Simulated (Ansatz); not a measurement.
## Electronic structure of H3NSi2 in real space

Input file:

```
crystal:
  periodic: [false, false, false]
  atoms:
    - {symbol: N, position_ang: [-0.217522, 0.487385, -0.305522]}
    - {symbol: Si, position_ang: [1.389400, -0.615484, 0.251298]}
    - {symbol: Si, position_ang: [0.489797, -2.240548, 1.445291]}
    - {symbol: H, position_ang: [-0.862188, -0.072014, -0.853494]}
    - {symbol: H, position_ang: [0.075345, 1.278094, -0.869111]}
    - {symbol: H, position_ang: [-0.706816, 0.841719, 0.509219]}
basis:
  gaussian: {orbitals: def2-TZVPP}
hamiltonian: {xc: pbe0, dispersion: d4}
output: {orbitals: {seedname: orbitals}}
```

Launched as:

```sh
ansatz run in.yaml --threads 2 --pin off --events-out ev --progress --plain --max-ram 4352MiB
```

Geometry: PBE0-D4/def2-TZVP.

Computed with RKS PBE0-D4/def2-TZVPP (Ansatz).

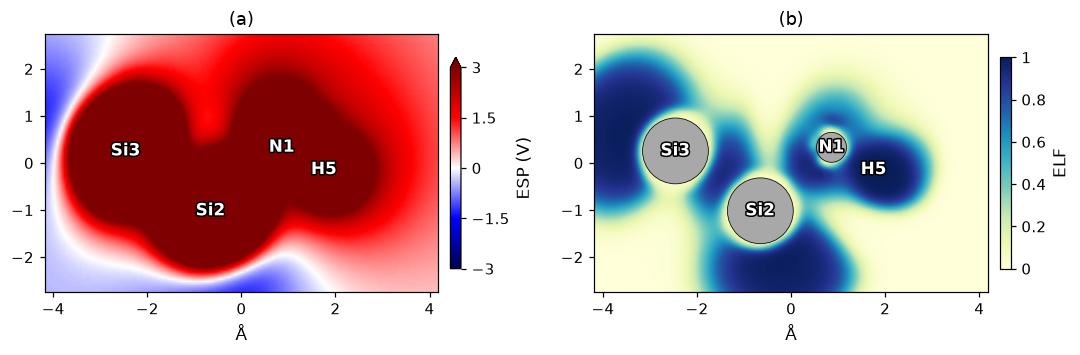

Figure 1. (a) molecular electrostatic potential; (b) electron localisation function on the plane of atoms N1, Si2 and Si3. Grey discs cover the atomic cores in the ELF map.

### Interpret the plot.

- The section cuts through N, Si and H sites.
- Si–N (2.03 Å): the ELF peaks at about 0.95 in the valence shell of N, 0.7 Å from its nucleus, and is about 0.75 at the midpoint.
- Si–Si (2.21 Å): the ELF peaks at about 0.90 between the atoms, as expected for a covalent bond.
- N–H (1.01 Å): the ELF climbs to about 1 towards the hydrogen, as it does in any bond to H (a covalent bond by its length).
- The ELF also peaks beside Si2 and Si3, away from the bonds: lone-pair regions.
- Outside the dense part of the molecule the potential is most negative (−1.2 V) near Si3.

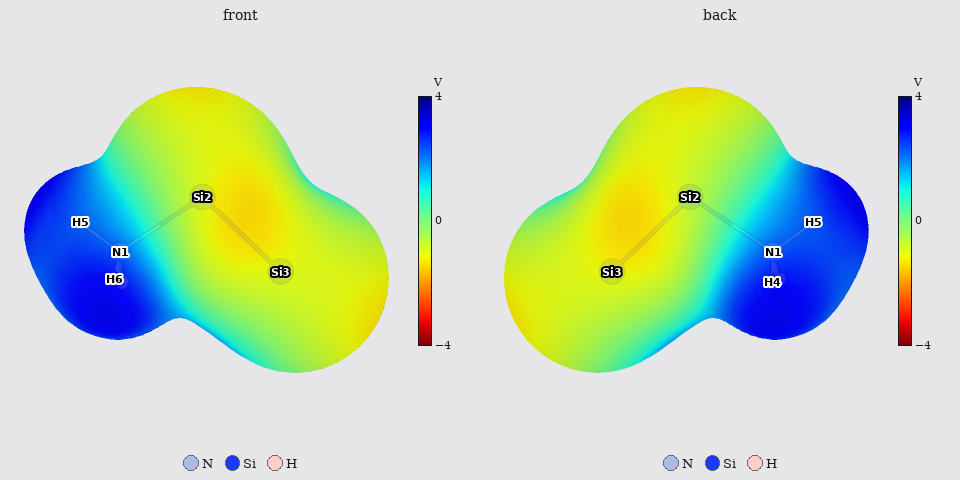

Figure 2. The molecular electrostatic potential painted on the density surface at 0.002 e/bohr³, seen from the front and from behind; the colour scale runs from red (negative) to blue (positive).

### Describe the electrostatic potential map.

The most negative region (about −1.4 V, or −32 kcal/mol for a unit charge) lies over Si2 and Si3, the most positive (about +3.2 V, or +74 kcal/mol for a unit charge) over H4, H5 and H6.

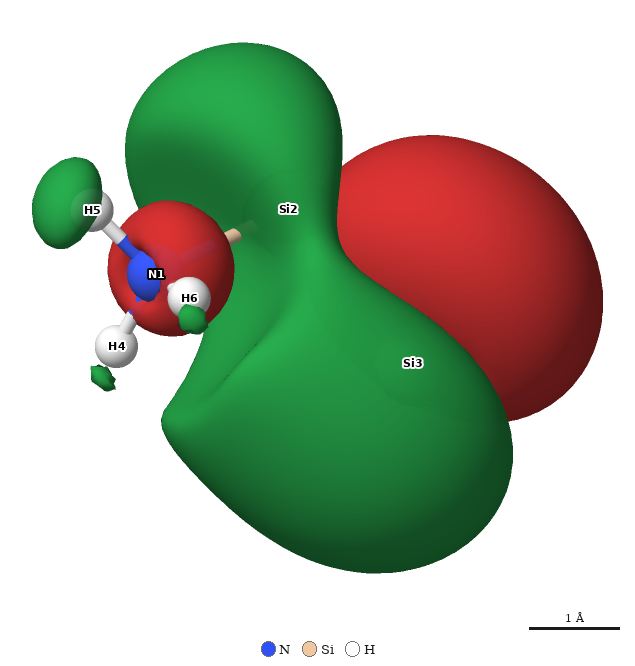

Figure 3. The LUMO at ±0.06 Å⁻³ᐟ² (green and red are the two phases), seen at a tilt.

### Describe this orbital and give its energy.

Its weight (Hirshfeld) is mainly on Si3 (about 65 %) and Si2 (about 25 %). Its energy is −2.78 eV.
